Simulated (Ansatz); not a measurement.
# GeSe (Germanium monoselenide): wB97M-V/aug-cc-pVTZ

What is the electronic atomisation energy of GeSe (Germanium monoselenide) at wB97M-V/aug-cc-pVTZ? 

Program for the calculation: Ansatz 0.2.0.

30 further runs of the same task are left out: 30 set aside as unsound or not needed.

### Step 1. The molecule

The species is GeSe (2 atoms), meant as a singlet with charge 0. SMILES: `[Ge-]#[Se+]`. Geometry: the measured bond length.

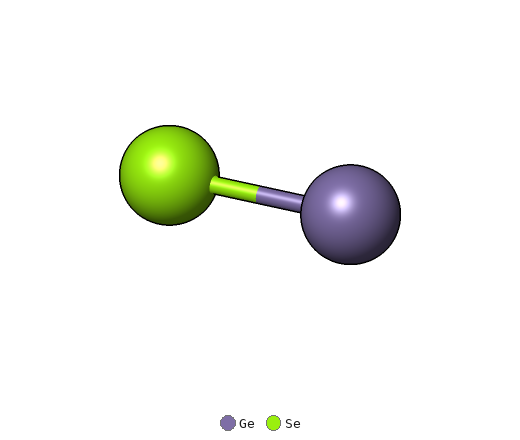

The structure, seen from a chosen angle (germanium purple, selenium green).

### Step 2. A single-point energy at wB97M-V/aug-cc-pVTZ

run.yaml

```yaml
crystal:
  periodic: [false, false, false]
  atoms:
    - {symbol: Ge, position_ang: [0.000000, 0.000000, 0.000000]}
    - {symbol: Se, position_ang: [0.000000, 0.000000, 2.134629]}
basis:
  gaussian:
    orbitals: aug-cc-pVTZ
hamiltonian:
  xc: {name: wB97M-V}
accuracy: high
output: {orbitals: {seedname: orbitals}}
```

On the command line:

```
$ ansatz run run.yaml --threads 1 --pin off --max-ram 3480MiB --events-out events.jsonl --progress --plain --runs-dir runs
```

The log of the run:

```text
Warning: RAYON_NUM_THREADS=1 ignored (pool sized by the plan → 1); use --threads N
Functional definition: wB97M-V
  name "wB97M-V"
  parameter omega = 0.3/bohr
  parameter cx = 0.15
  parameter cx01 = 1.007
  parameter cx10 = 0.259
  parameter css00 = 0.443
  parameter css04 = -1.437
  parameter css10 = -4.535
  parameter css20 = -3.390
  parameter css43 = 4.278
  parameter cos00 = 1.000
  parameter cos10 = 1.358
  parameter cos20 = 2.924
  parameter cos21 = -8.812
  parameter cos60 = -1.390
  parameter cos61 = 9.142
  parameter b = 6.0
  parameter c = 0.01
  gx(w, u) = 1 - cx + cx01*u + cx10*w
  gss(w, u) = css00 + css04*u^4 + css10*w + css20*w^2 + css43*w^4*u^3
  gos(w, u) = cos00 + cos10*w + (cos20 + cos21*u)*w^2 + (cos60 + cos61*u)*w^6
  exchange = spin_sum(e_x_unif_sr(omega)*gx(b97_w, b97_u_x)) + cx*exact_x_sr(omega) + exact_x_lr(omega)
  correlation = spin_sum(e_c_pw_mod_same_spin*gss(b97_w, b97_u_same))
      + integral(e_c_pw_mod_opposite_spin*gos(b97_w_opposite, b97_u_opposite)) + vv10(b, c)
1490 factors; integrals over basis functions are off by at most 4.0e-9 eV
414 factors; integrals over basis functions are off by at most 1.5e-9 eV
mean field evaluation 1: about -121862.9728 eV, gradient 1.9e1 eV
mean field evaluation 2: about -121862.2129 eV, gradient 2.8e1 eV
mean field evaluation 4: about -121864.3053 eV, gradient 1.6e0 eV
mean field evaluation 8: about -121864.3456 eV, gradient 7.3e-2 eV
mean field evaluation 16: about -121864.3456 eV, gradient 5.5e-5 eV
mean field -121864.34563887 eV, -4478.4320996081 hartree, gradient 3.9e-8 eV, S^2 0.000000; 0 other end points of the search recorded, 0 dependent functions left out
reference -121864.34564329 eV, -4478.4320997707 hartree; 33, 33 occupied and 85, 85 virtual orbitals, 1490 factors
Total energy: -121864.34564329 eV, -4478.4320997707 hartree
```

Wall time 75 s (1 thread of Arm Neoverse V2, shared host); peak memory 0.59 GiB.

### Step 3. The Ge atom, same level

molecule.yaml

```yaml
crystal:
  periodic: [false, false, false]
  atoms:
    - {symbol: Ge, position_ang: [0.000000, 0.000000, 0.000000]}
basis:
  gaussian:
    orbitals: aug-cc-pVTZ
magnetization:
  spin_polarized: true
  initial_magnetization: 2
hamiltonian:
  xc: {name: wB97M-V}
accuracy: high
```

On the command line:

```
$ ansatz run molecule.yaml --threads 1 --pin off --max-ram 3480MiB --events-out events.jsonl --progress --plain --runs-dir runs
```

The log of the run:

```text
Warning: RAYON_NUM_THREADS=1 ignored (pool sized by the plan → 1); use --threads N
[... 19 set-up lines as earlier in the session ...]
  gx(w, u) = 1 - cx + cx01*u + cx10*w
  gss(w, u) = css00 + css04*u^4 + css10*w + css20*w^2 + css43*w^4*u^3
  gos(w, u) = cos00 + cos10*w + (cos20 + cos21*u)*w^2 + (cos60 + cos61*u)*w^6
[... 2 set-up lines as earlier in the session ...]
      + integral(e_c_pw_mod_opposite_spin*gos(b97_w_opposite, b97_u_opposite)) + vv10(b, c)
600 factors; integrals over basis functions are off by at most 4.3e-9 eV
238 factors; integrals over basis functions are off by at most 1.1e-9 eV
mean field evaluation 1: about -56513.7886 eV, gradient 4.2e0 eV
mean field evaluation 2: about -56513.8542 eV, gradient 2.4e0 eV
mean field evaluation 4: about -56513.8677 eV, gradient 4.6e-1 eV
mean field evaluation 8: about -56513.8795 eV, gradient 5.0e-3 eV
mean field evaluation 16: about -56513.8795 eV, gradient 1.4e-6 eV
mean field -56513.87952928 eV, -2076.8467662177 hartree, gradient 1.4e-8 eV, S^2 2.002715; 0 other end points of the search recorded, 0 dependent functions left out
reference -56513.87953310 eV, -2076.8467663579 hartree; 17, 15 occupied and 42, 44 virtual orbitals, 600 factors
Total energy: -56513.87953310 eV, -2076.8467663579 hartree
```

It took 23 s on 1 thread of Arm Neoverse V2, shared host; peak memory 0.36 GiB.

### Step 4. The Se atom, same level

molecule.yaml

```yaml
crystal:
  periodic: [false, false, false]
  atoms:
    - {symbol: Se, position_ang: [0.000000, 0.000000, 0.000000]}
basis:
  gaussian: {orbitals: aug-cc-pVTZ}
magnetization: {spin_polarized: true, initial_magnetization: 2}
hamiltonian: {xc: {name: wB97M-V}}
accuracy: high
```

Run the same way, it converges to -2401.40315 Eh (log not shown).

### Step 5. Results

At wB97M-V/aug-cc-pVTZ:

```
                     quantity           value
       molecule: total energy  -4478.43210 Eh
        molecule: HOMO energy        -9.61 eV
        molecule: LUMO energy        -0.70 eV
      molecule: HOMO–LUMO gap         8.90 eV
        Ge atom: total energy  -2076.84677 Eh
                Ge atom: ⟨S²⟩           2.003
        Se atom: total energy  -2401.40315 Eh
                Se atom: ⟨S²⟩           2.003
electronic atomisation energy        4.957 eV
```

In words: Taking the molecule apart into free atoms costs 4.96 eV (478 kJ/mol), before zero-point energy and without spin-orbit coupling.
